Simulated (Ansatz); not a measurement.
The parent structure is SnO2 in the rutile structure (space group P4_2/mnm, No. 136; a = 4.828 Å, c = 3.238 Å).

Modification: a negative pressure, −1 GPa.

Method: Kohn–Sham DFT with the PBE functional, run in Ansatz (a first-principles code) with PAW and 420 eV plane waves, spin-orbit coupling left out.

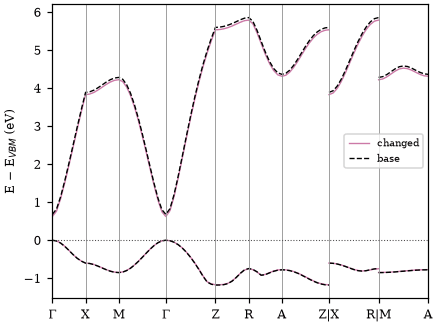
Fig. 1. Highest valence and lowest conduction band along the path, each from its own valence-band maximum

Q: Read the changed gap and its character from the plot.

A: About 0.6 eV, direct at Γ.

Load acts through the strain it causes; cell and atoms are relaxed under it. Whether these cells are dynamically stable was not tested.
